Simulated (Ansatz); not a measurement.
**H4SSi···CH4: density, localisation and related maps**

The calculation's input:

```
crystal:
  periodic: [false, false, false]
  atoms:
    - { symbol: Si, position_ang: [-0.449915, 0.352042, -0.44652] }
    - { symbol: C, position_ang: [-0.204942, -0.234489, 2.581594] }
    - { symbol: H, position_ang: [-0.491365, -0.681696, 3.53862] }
    - { symbol: H, position_ang: [0.333095, -0.982071, 1.9982] }
    - { symbol: H, position_ang: [0.444452, 0.62168, 2.772326] }
    - { symbol: H, position_ang: [0.469025, 1.14741, 0.395445] }
    - { symbol: H, position_ang: [-0.240451, 0.784714, -1.853937] }
    - { symbol: H, position_ang: [-0.164712, -1.098616, -0.348967] }
    - { symbol: S, position_ang: [-2.540386, 0.725125, -0.029111] }
    - { symbol: H, position_ang: [-2.785259, -0.431843, 0.621344] }
    - { symbol: H, position_ang: [-1.113041, 0.106545, 2.064006] }
basis:
  gaussian: { orbitals: "6-31G*" }
hamiltonian:
  xc: b3lyp
relax:
  f_tol: 0.03
  max_steps: 50
output:
  orbitals: {}
```

Launched as:

```sh
ansatz run input.yaml --threads 1 --pin off --max-ram 2048MiB --backend cpu --events-out ev --progress --plain --runs-dir out
```

The fields are those of the run's last geometry, not of the input's.

The calculation used Ansatz, RKS B3LYP/6-31G*.

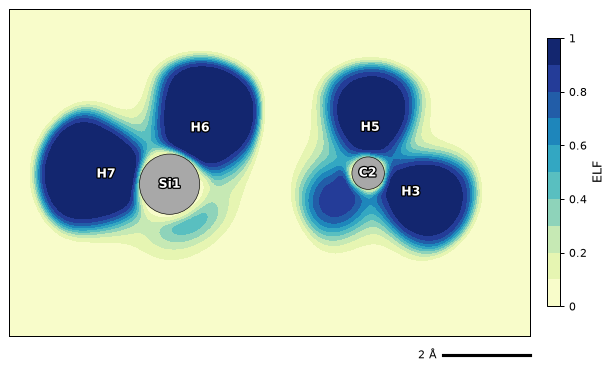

Figure 1. ELF on the plane of atoms H6, Si1 and H7. Grey discs cover the atomic cores.

### Interpret the plot.

The plane passes through Si, C and H nuclei.
C–H (1.09 Å): the ELF climbs to about 1 towards the hydrogen, as it does in any bond to H; a covalent bond by its length.
Si–H (1.48 Å): the ELF climbs to about 1 towards the hydrogen.

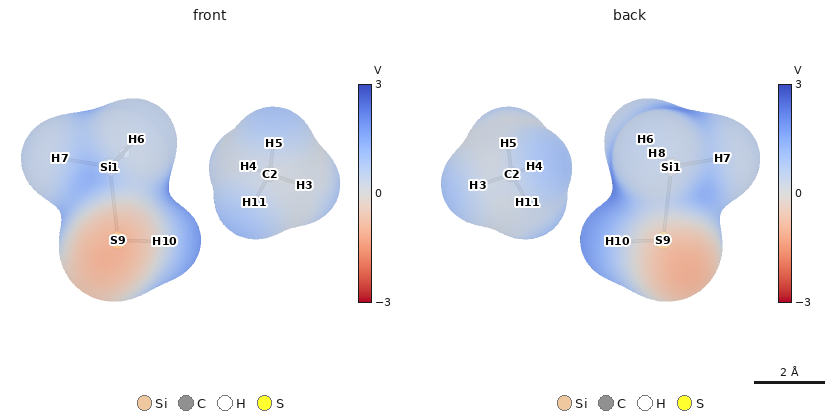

Figure 2. The molecular electrostatic potential painted on the density surface at 0.004 e/bohr³, seen from the front and from behind; the colour scale runs from red (negative) to blue (positive).

### Describe the electrostatic potential map.

The most negative region (about −1.1 V, or −25 kcal/mol for a unit charge) lies over S9, the most positive (about +2.0 V, or +46 kcal/mol for a unit charge) over Si1.

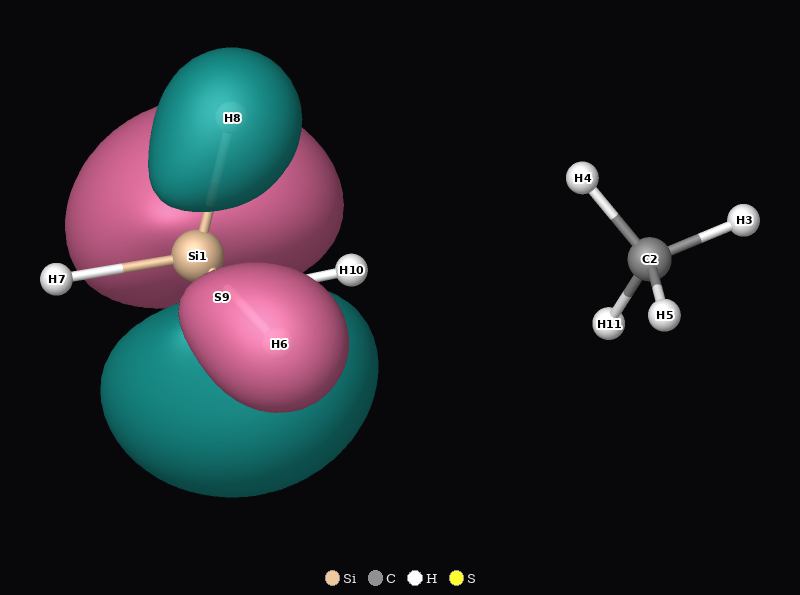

Figure 3. The HOMO at ±0.08 Å⁻³ᐟ² (teal and pink are the two phases), seen from one side.

### Where does this orbital lie, and at what energy?

By Hirshfeld shares it lies mainly on S9 (about 80 %); largely a lone pair of S9. Its energy is −7.09 eV.
